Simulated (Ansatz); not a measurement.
# GaN, response to strain

Start from GaN in the wurtzite structure (space group P6_3mc, No. 186; a = 3.218 Å, c = 5.243 Å).

Strains are applied to the cell and any free atomic positions relax.

All numbers come from Ansatz (a first-principles code) PBE, without spin-orbit coupling.

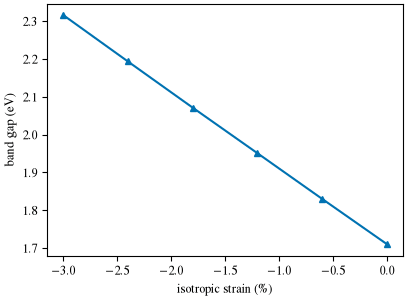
Figure. Band gap against isotropic strain

```tsv
isotropic strain (%)	band gap
-3	2.32 eV
-2.4	2.19 eV
-1.8	2.07 eV
-1.2	1.95 eV
-0.6	1.83 eV
```

Whether these cells are dynamically stable was not tested.
